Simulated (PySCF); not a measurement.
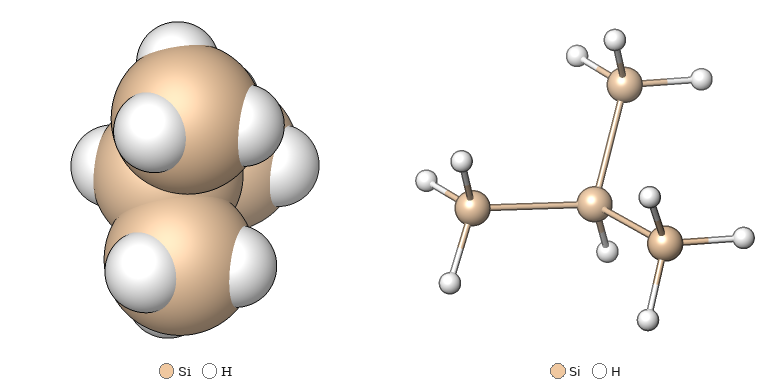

The same structure drawn twice, from different directions.

Question: Which formula does it have?

Answer: Si4H10, 14 atoms: 4 silicon and 10 hydrogen.

Question: Name functional groups in it.

Answer: Among them: Si–H bond.

Question: Describe its rings.

Answer: It has no ring.

Question: What is its SMILES?

Answer: [SiH3][SiH]([SiH3])[SiH3]

Question: How many bonds of each kind are drawn?

Answer: 10 Si–H, 3 Si–Si.

More results for the same structure follow; atom numbers are the same in all pictures, views and colours differ. Computed geometry: PBE0-D3(BJ)/def2-SVP optimisation. No frequency run is at hand to confirm it as a minimum.

Shape

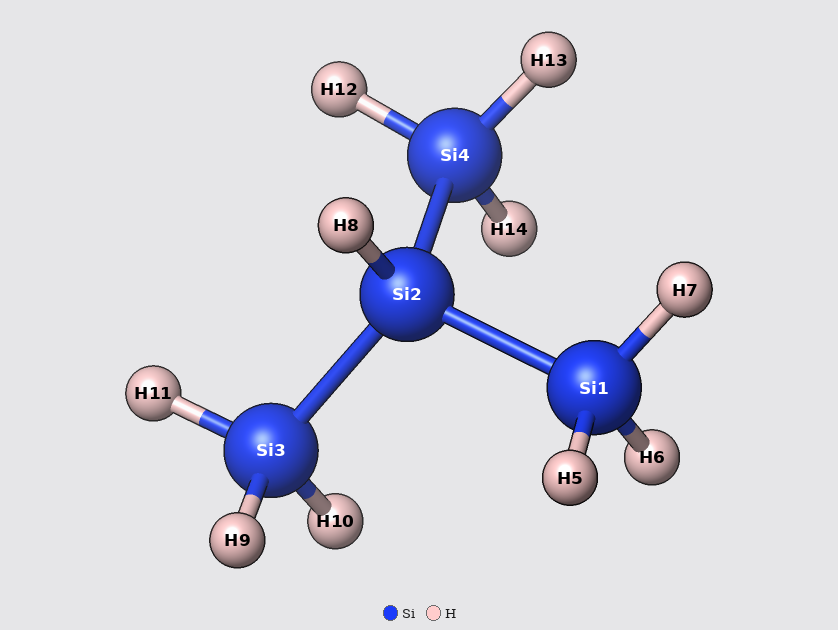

Atoms carry their numbers in the input. No frequency run is at hand to confirm it as a minimum.

Give the bond lengths.

```csv
bond,length (Å),order
Si1–Si2,2.345,single
Si1–H5,1.495,single
Si1–H6,1.496,single
Si1–H7,1.496,single
Si2–Si3,2.345,single
Si2–Si4,2.344,single
Si2–H8,1.499,single
Si3–H9,1.495,single
Si3–H10,1.496,single
Si3–H11,1.496,single
Si4–H12,1.495,single
Si4–H13,1.496,single
Si4–H14,1.496,single
```

Excitation

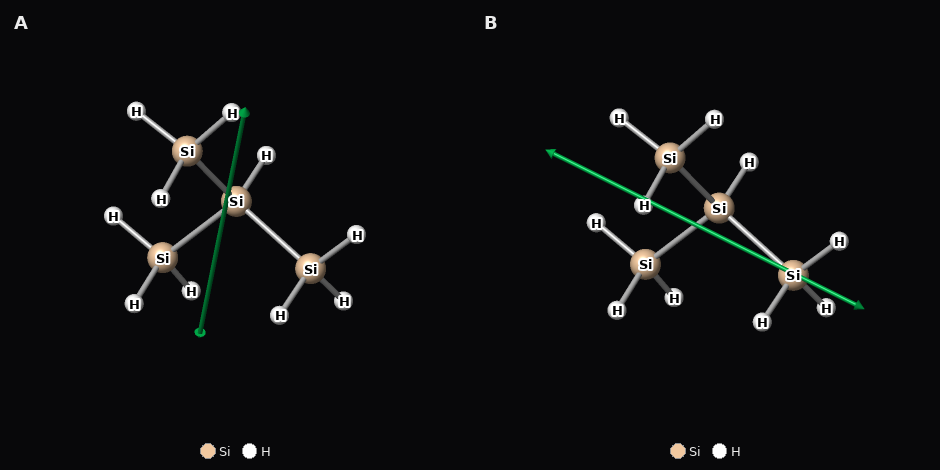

The double arrows show the directions of two transition dipoles from the ground state (lengths mean nothing). No frequency run is at hand to confirm it as a minimum. Properties computed with TDDFT B3LYP/def2-SVPD, vertical, gas phase, core orbitals frozen in the response (PySCF 2.14.0).

Question: One belongs to singlet state 7 and one to singlet state 8. Which is which?

Answer: A: state 7, 6.87 eV (180 nm), oscillator strength 0.077, mainly HOMO → LUMO+4 (weight 0.56).
B: state 8, 6.90 eV (180 nm), oscillator strength 0.093, of mixed character, with the largest part HOMO−1 → LUMO+4 (weight 0.34).

Charges

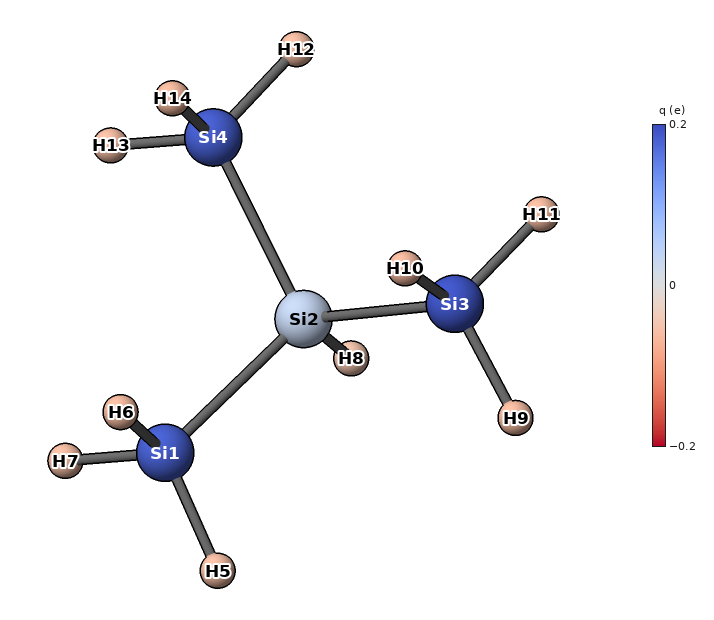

Atoms are coloured by their ESP-fitted charges. No frequency run is at hand to confirm it as a minimum. Method: PBE0/pcSseg-1, gas phase (PySCF 2.14.0).

List the ESP-fitted charges.

| atom | value (e) |
| --- | --- |
| Si1 | 0.18 |
| Si2 | 0.03 |
| Si3 | 0.19 |
| Si4 | 0.18 |
| H5 | −0.06 |
| H6 | −0.06 |
| H7 | −0.06 |
| H8 | −0.05 |
| H9 | −0.06 |
| H10 | −0.06 |
| H11 | −0.06 |
| H12 | −0.06 |
| H13 | −0.06 |
| H14 | −0.06 |

Core levels

No frequency run is at hand to confirm it as a minimum. Level of theory: delta-SCF UKS SCAN, pcX-2 on the ionised atom, pcseg-1 elsewhere, spin-free X2C (PySCF 2.14.0).

Give the core-electron binding energies (to vacuum; p and d levels without spin–orbit splitting) of Si1 1s, Si1 2p, Si2 1s, Si2 2p.

```json
{"atom": "Si1", "level": "1s", "binding energy (eV)": "1846.2"}
{"atom": "Si1", "level": "2p", "binding energy (eV)": "106.6"}
{"atom": "Si2", "level": "1s", "binding energy (eV)": "1845.6"}
{"atom": "Si2", "level": "2p", "binding energy (eV)": "106.2"}
```

NMR shielding

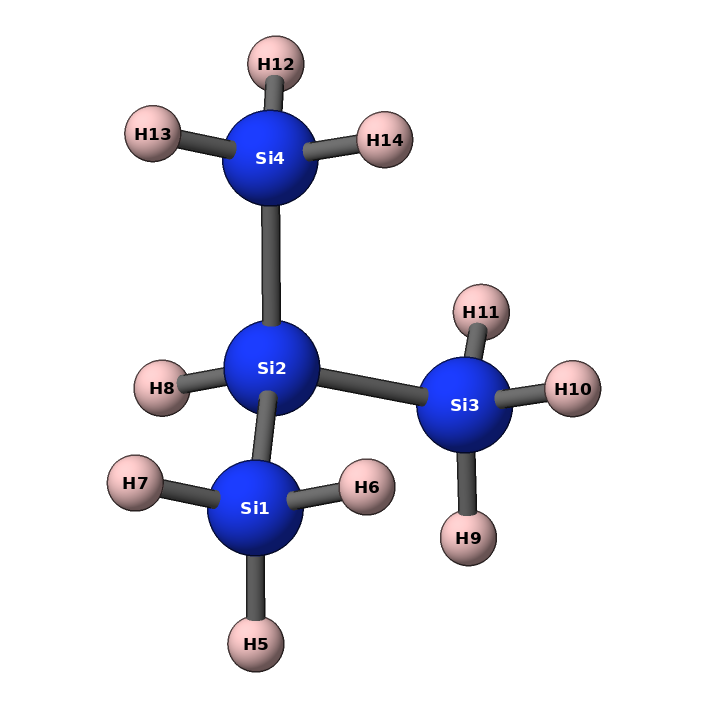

No frequency run is at hand to confirm it as a minimum. Level of theory: GIAO PBE0/pcSseg-1 NMR shielding, non-relativistic, gas phase (PySCF 2.14.0). Principal shieldings σ11 ≤ σ22 ≤ σ33, span Ω = σ33 − σ11, skew κ = 3(σiso − σ22)/Ω.

Give the shielding tensors of the Si atoms.

| atom | σ11 | σ22 | σ33 | σiso | Ω | κ |
| --- | --- | --- | --- | --- | --- | --- |
| Si1 | 444.2 | 449.3 | 467.4 | 453.7 | 23.2 | 0.56 |
| Si2 | 479.0 | 479.8 | 500.8 | 486.6 | 21.8 | 0.93 |
| Si3 | 445.6 | 448.1 | 467.3 | 453.7 | 21.7 | 0.77 |
| Si4 | 443.8 | 449.9 | 467.6 | 453.8 | 23.8 | 0.49 |

Shieldings and span in ppm.
